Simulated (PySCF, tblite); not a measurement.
**C6H6ClF− (doublet): geometry, infrared bands and EPR parameters**

What infrared bands and EPR parameters should C6H6ClF− (doublet) (`C=C(Cl)/C(F)=C\[CH][CH2-]`) show?

Programs: tblite 0.8.0 and PySCF 2.14.0, with density-fitted response routines of our own. Each step states its level of theory. These are calculated values for one molecule in the gas phase, unless marked as measured. Atoms are numbered from 0 throughout.

## 1. The molecule as given

14 atoms, charge -1, multiplicity 2; geometry from: force field or distance geometry start.

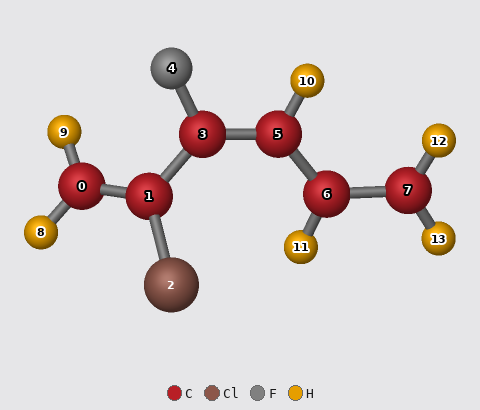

As it starts; carbon red, chlorine brown, fluorine grey, hydrogen amber, atoms numbered; sticks join atoms by distance.

## 2. Optimising the geometry with GFN2-xTB

The job: settings as JSON, then the geometry in Å.

```
{"job": {"kind": "relax", "xc": "GFN2-xTB", "basis": "xTB"}, "charge": -1, "multiplicity": 2}
C     -2.352800     1.118600    -1.254200
C     -1.365700     0.964300    -0.386100
Cl    -1.721700     1.011800     1.319900
C      0.021500     0.875900    -0.807800
F      0.366700     1.716500    -1.792000
C      0.990000     0.056300    -0.356000
C      0.907100    -0.994100     0.625900
C      2.003900    -1.805900     1.094700
H     -3.384800     1.233700    -0.926200
H     -2.179600     1.143200    -2.318200
H      1.972000     0.176900    -0.813800
H     -0.070500    -1.253400     1.043900
H      2.998600    -1.646900     0.733200
H      1.814700    -2.597500     1.809600
```

Started as:

```
$ OMP_NUM_THREADS=1 python probes_run.py task.json out
```

The driver reads the jobs from task.json and runs them one after another.

Log:

```text
step      E/eV     max force
  0    -688.01646    3.385
  1    -688.31045    2.136
  2    -688.38625    0.497
  3    -688.40827    0.409
  4    -688.42345    0.374
  5    -688.43582    0.279
  6    -688.45217    0.302
  7    -688.46566    0.367
  8    -688.47658    0.316
  9    -688.48579    0.258
 10    -688.49538    0.305
 11    -688.50378    0.275
 12    -688.50983    0.226
 13    -688.51426    0.197
 14    -688.51858    0.212
 15    -688.52291    0.247
 16    -688.52616    0.163
 17    -688.52812    0.150
 18    -688.52985    0.141
 19    -688.53218    0.169
 20    -688.53486    0.169
 21    -688.53710    0.112
 22    -688.53882    0.105
 23    -688.54058    0.141
 24    -688.54283    0.190
 25    -688.54535    0.162
 26    -688.54751    0.099
 27    -688.54942    0.106
 28    -688.55174    0.151
 29    -688.55456    0.187
 30    -688.55724    0.149
 31    -688.55938    0.131
 32    -688.56134    0.120
 33    -688.56380    0.181
 34    -688.56721    0.201
 35    -688.57093    0.149
 36    -688.57405    0.118
 37    -688.57678    0.140
 38    -688.58014    0.161
 39    -688.58423    0.184
 40    -688.58825    0.162
 41    -688.59049    0.204
 42    -688.59287    0.126
 43    -688.59437    0.094
 44    -688.59639    0.076
 45    -688.59708    0.086
 46    -688.59804    0.064
 47    -688.59871    0.096
 48    -688.59938    0.069
 49    -688.60001    0.060
 50    -688.60041    0.058
 51    -688.60091    0.067
 52    -688.60138    0.065
 53    -688.60176    0.056
 54    -688.60205    0.057
 55    -688.60238    0.052
 56    -688.60282    0.061
 57    -688.60326    0.050
 58    -688.60354    0.041
 59    -688.60378    0.037
 60    -688.60402    0.037
 61    -688.60428    0.038
 62    -688.60454    0.043
 63    -688.60479    0.048
 64    -688.60509    0.043
 65    -688.60547    0.047
 66    -688.60589    0.055
 67    -688.60627    0.049
 68    -688.60666    0.056
 69    -688.60714    0.063
 70    -688.60771    0.060
 71    -688.60821    0.060
 72    -688.60863    0.056
 73    -688.60907    0.059
 74    -688.60968    0.062
 75    -688.61042    0.089
 76    -688.61054    0.093
 77    -688.61137    0.044
 78    -688.61161    0.034
 79    -688.61177    0.027
 80    -688.61186    0.026
 81    -688.61202    0.036
 82    -688.61209    0.017
 83    -688.61214    0.017
 84    -688.61218    0.013
 85    -688.61222    0.015
 86    -688.61225    0.013
 87    -688.61228    0.011
 88    -688.61231    0.012
 89    -688.61233    0.009
```

It took 0.54 s on 1 thread of Arm Neoverse V2, shared host.

Step by step: (not every step is listed)

```
step  energy from step 0 (eV)  largest force (eV/Å)
   0                   0.0000                3.3854
   1                  -0.2940                2.1365
   2                  -0.3698                0.4970
   3                  -0.3918                0.4091
   4                  -0.4070                0.3743
   5                  -0.4194                0.2790
   6                  -0.4357                0.3015
   7                  -0.4492                0.3670
   8                  -0.4601                0.3162
  15                  -0.5064                0.2470
  22                  -0.5224                0.1052
  29                  -0.5381                0.1868
  36                  -0.5576                0.1180
  43                  -0.5779                0.0936
  50                  -0.5839                0.0581
  57                  -0.5868                0.0505
  64                  -0.5886                0.0428
  71                  -0.5917                0.0597
  78                  -0.5951                0.0345
  84                  -0.5957                0.0128
  85                  -0.5958                0.0151
  86                  -0.5958                0.0135
  87                  -0.5958                0.0114
  88                  -0.5958                0.0117
  89                  -0.5959                0.0089
```

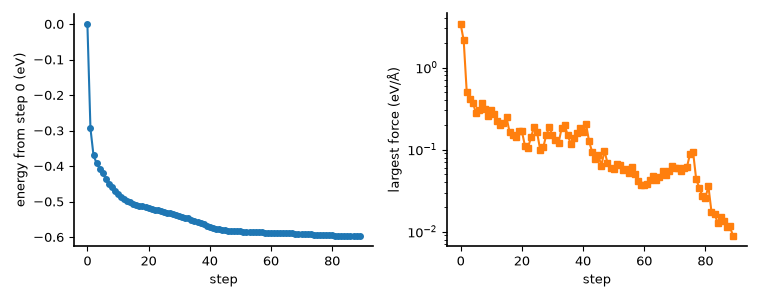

Energy and force, step by step.

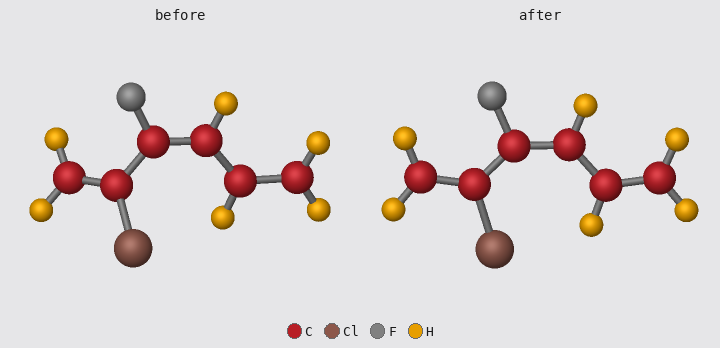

The geometry before (left) and after (right).

Distances of close pairs at the start and the end, largest changes first:

```
  bond  before (Å)  after (Å)  change (Å)
 C6–C7       1.443      1.361      -0.081
 C3–F4       1.340      1.404      +0.065
 C1–C3       1.453      1.400      -0.053
 C0–C1       1.324      1.369      +0.045
 C3–C5       1.347      1.392      +0.045
 C5–C6       1.440      1.401      -0.040
 C0–H8       1.089      1.074      -0.015
C6–H11       1.094      1.081      -0.013
```

The final coordinates are the input of the step that follows.

## 3. Vibrational analysis with GFN2-xTB

The job: settings as JSON, then the geometry in Å.

```
{"job": {"kind": "ir", "xc": "GFN2-xTB", "basis": "xTB"}, "charge": -1, "multiplicity": 2}
C     -2.370990     1.541167    -1.238224
C     -1.467779     0.769856    -0.558040
Cl    -2.089510    -0.034649     0.864426
C     -0.120754     0.558326    -0.873456
F      0.242368     1.266373    -2.030789
C      0.942398    -0.165047    -0.340998
C      1.008589    -0.990019     0.788900
C      2.132755    -1.642194     1.194351
H     -3.388352     1.636819    -0.908025
H     -2.070029     2.066632    -2.124936
H      1.860613    -0.059462    -0.909988
H      0.115879    -1.122041     1.384598
H      3.062889    -1.557713     0.653134
H      2.141246    -2.268520     2.071902
```

Log:

```text
mode    cm-1     km/mol
  1      36.3      0.04
  2     126.6      0.41
  3     148.9      0.30
  4     188.5      1.37
  5     226.4      0.07
  6     325.4      0.16
  7     339.6      2.72
  8     351.1      3.23
  9     430.1      3.77
 10     435.2      1.05
 11     502.9      5.49
 12     504.4      4.50
 13     540.0     32.76
 14     582.5      0.03
 15     631.6     29.31
 16     679.8     15.89
 17     754.3      3.24
 18     850.0     24.27
 19     955.2      8.32
 20     983.4      5.80
 21    1003.2    109.18
 22    1132.3      3.01
 23    1257.6      0.77
 24    1290.2     16.17
 25    1315.3    125.36
 26    1377.9      0.73
 27    1440.2     17.87
 28    1491.4    112.05
 29    1551.2    294.15
 30    1632.8      1.40
 31    3020.2     59.62
 32    3061.3     90.86
 33    3066.3     65.18
 34    3084.8    196.40
 35    3117.0     24.60
 36    3145.6     83.35
```

Run time: 0.42 s. Hardware: 1 thread of Arm Neoverse V2, shared host.

Which atoms move in the most intense modes:

```
cm⁻¹  km/mol                                atoms
1003   109.2   C3 40 %, H8 16 %, F4 16 %, H9 12 %
1315   125.4  H10 34 %, C1 14 %, H9 10 %, C3 10 %
1491   112.0           C5 25 %, C0 14 %, H13 10 %
1551   294.1            C6 28 %, C7 22 %, C1 16 %
3061    90.9                             H12 81 %
3066    65.2                   H11 49 %, H13 43 %
3085   196.4         H13 44 %, H11 35 %, H12 11 %
3146    83.3                     H9 55 %, H8 35 %
```

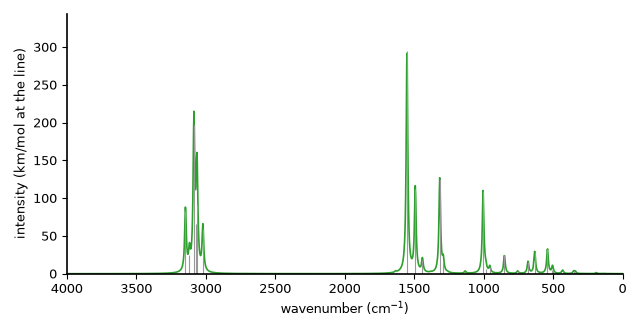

The infrared spectrum from these modes, unscaled. Lines are broadened to a width of 14 cm⁻¹ (Lorentzian).

## 4. g tensor and hyperfine couplings: B3LYP/pcH-1

Settings changed since step 3:

```diff
@@ -1,2 +1,2 @@
-{"job": {"kind": "ir", "xc": "GFN2-xTB", "basis": "xTB"}, "charge": -1, "multiplicity": 2}
+{"job": {"kind": "epr", "basis": "pcH-1"}, "charge": -1, "multiplicity": 2}
 C     -2.370990     1.541167    -1.238224
```

Level: UKS B3LYP, pcH-1 on C Cl F H, non-relativistic, mean-field spin-orbit, GIAO.

Log:

```text
UKS, coarse grid
  cycle   1  E = -792.14568301  |g| = 5.19e-01
  cycle   2  E = -792.04780294  |g| = 7.18e-01
  cycle   3  E = -792.25795308  |g| = 1.30e-01
  cycle   4  E = -792.26585681  |g| = 5.41e-02
  cycle   5  E = -792.26738295  |g| = 1.90e-02
  cycle   6  E = -792.26756481  |g| = 5.46e-03
  cycle   7  E = -792.26759229  |g| = 3.39e-03
  cycle   8  E = -792.26760420  |g| = 1.46e-03
  cycle   9  E = -792.26760601  |g| = 1.12e-03
  cycle  10  E = -792.26760723  |g| = 1.93e-04
UKS, final grid
  cycle   1  E = -792.26761871  |g| = 2.88e-04
  cycle   2  E = -792.26761862  |g| = 5.10e-04
  cycle   3  E = -792.26761875  |g| = 4.44e-05
  cycle   4  E = -792.26761875  |g| = 2.72e-05
E = -792.26761875 Eh   <S^2> = 0.7671 (exact 0.7500)
g shifts (ppm)      1          2          3
  rmc          -149       -149       -149
  gc              3         28         38
  oz_so         -82        771        929
  total        -228        650        818
hyperfine (MHz)  atom isotope    a_iso     a_fc   dipolar eigenvalues
    0   13C      32.58      32.63    -34.26    -33.59     67.86
    1   13C     -17.21     -17.21     -5.08     -1.98      7.06
    2  35Cl      -0.94      -0.93     -0.71      0.09      0.62
    3   13C       6.18       6.18    -16.33    -13.86     30.19
    4   19F      10.82      11.00    -25.00    -16.62     41.62
    5   13C      13.22      13.24    -18.69    -17.61     36.30
    6   13C     -17.42     -17.42     -4.39      0.78      3.61
    7   13C      26.39      26.43    -26.03    -25.16     51.20
    8    1H     -28.20     -28.22    -17.51      1.29     16.22
    9    1H     -26.78     -26.79    -15.81      0.51     15.30
   10    1H     -13.83     -13.83     -7.12     -1.88      9.00
   11    1H       1.96       1.97     -2.95      0.22      2.72
   12    1H     -19.93     -19.94    -11.24     -0.16     11.40
   13    1H     -21.05     -21.05    -13.11      0.54     12.57
```

Wall time 89 s (1 thread of Arm Neoverse V2, shared host); peak memory 1 GiB.

Principal g values 2.00209, 2.00297, 2.00314; g(iso) = 2.00273, against 2.00232 for a free electron.

Mean a(iso) over the nuclei that a row names, and the largest dipolar term of the row (other rows stand at the frozen geometry):

```
  nuclei  isotope  a(iso) (MHz)  a(iso) (G, at g = 2.0023)  largest dipolar term (MHz)
      C0      13C          32.6                       11.6                        67.9
      H8       1H         -28.2                      -10.1                       -17.5
      H9       1H         -26.8                       -9.6                       -15.8
      C7      13C          26.4                        9.4                        51.2
H12, H13       1H         -20.5                       -7.3                       -13.1
      C6      13C         -17.4                       -6.2                        -4.4
      C1      13C         -17.2                       -6.1                         7.1
     H10       1H         -13.8                       -4.9                         9.0
      C5      13C          13.2                        4.7                        36.3
      F4      19F          10.8                        3.9                        41.6
      C3      13C           6.2                        2.2                        30.2
     H11       1H           2.0                        0.7                        -2.9
     Cl2     35Cl          -0.9                       -0.3                        -0.7
```

Mulliken spin populations:

C0 0.47; C1 -0.01; Cl2 0.00; C3 0.13; F4 0.00; C5 0.21; C6 -0.06; C7 0.35; H8 -0.02; H9 -0.02; H10 -0.01; H11 0.00; H12 -0.02; H13 -0.02

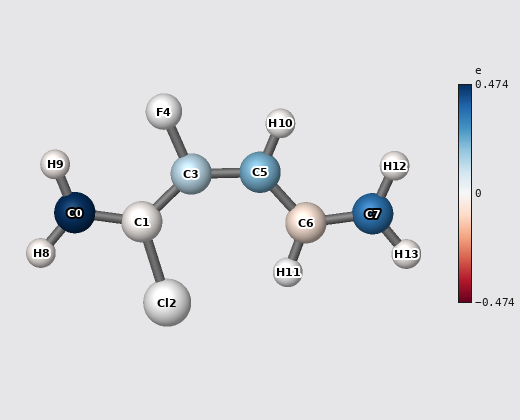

Mulliken spin populations, as colours on the atoms.

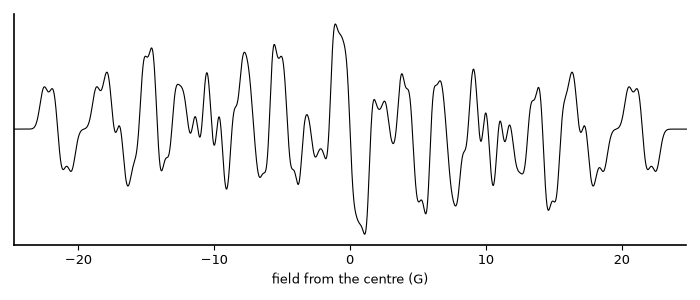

First-order isotropic spectrum (first derivative, main isotopes with spin only, couplings over 0.8 MHz, Gaussian width 0.3 G; couplings of the frozen geometry, rotation of groups not averaged beyond the rows shown).

The fields below are evaluated on a grid from the run's orbitals.

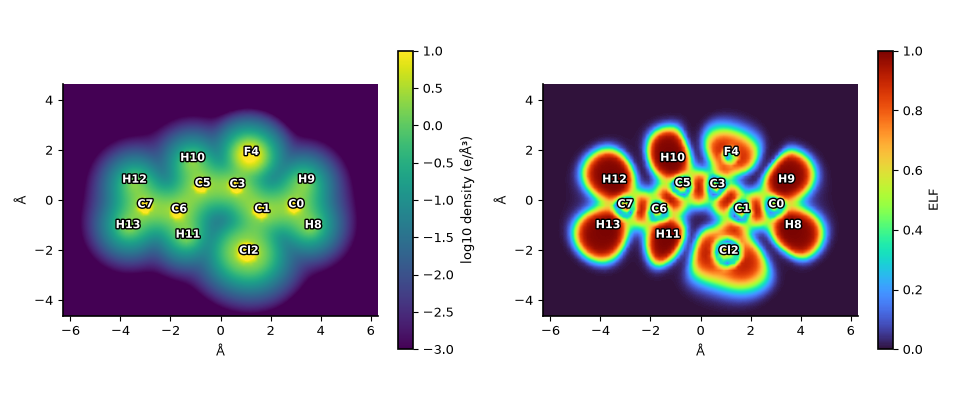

Density (left) and ELF (right) in a plane through or near 14 of the atoms.

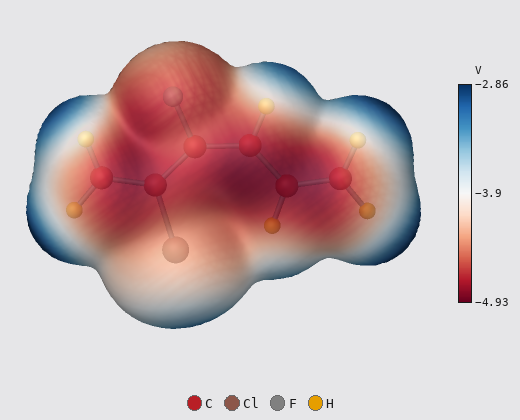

The potential that a unit positive charge feels on the 0.002 e/bohr³ surface, from -4.93 V near C6 to -2.86 V near H13.

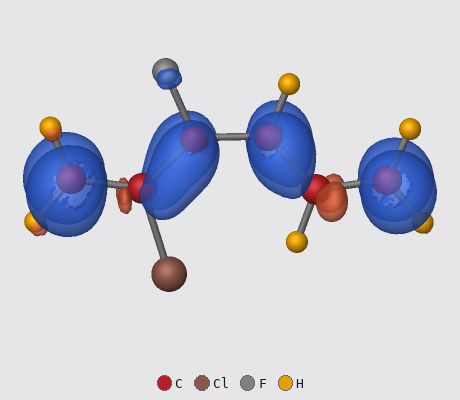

Spin density at ±0.02 e/Å³ (alpha excess blue, beta excess red).

## 5. Results

```
                                 quantity                  value
strongest single infrared mode (GFN2-xTB)  1551 cm⁻¹, 294 km/mol
             zero-point energy (GFN2-xTB)          59.4 kcal/mol
                           g(iso) (B3LYP)                2.00273
                                     ⟨S²⟩     0.767 (exact 0.75)
       largest a(iso) (averaged by class)    13C on C0, 32.6 MHz
```

In words: Relaxing lowered the energy by 0.596 eV in 89 steps; the close pair that moved most is C6–C7, from 1.443 to 1.361 Å. All 36 modes are real, so the xTB geometry is a minimum. The strongest single mode, at 1551 cm⁻¹, is spread over several atoms, C6, C7, C1 among them. Unscaled tight-binding wavenumbers are off by several per cent, some by more. Its intensities can rank the bands wrongly. The largest spin populations lie on C0 (0.47 e), C7 (0.35 e). The isotropic g lies 0.4 ppt above the free-electron value. The records flag this anion as possibly unbound in the gas phase, so the basis may hold the extra electron. The conformer search found further structures of the same energy, which may be mirror or relabelled copies of this one.
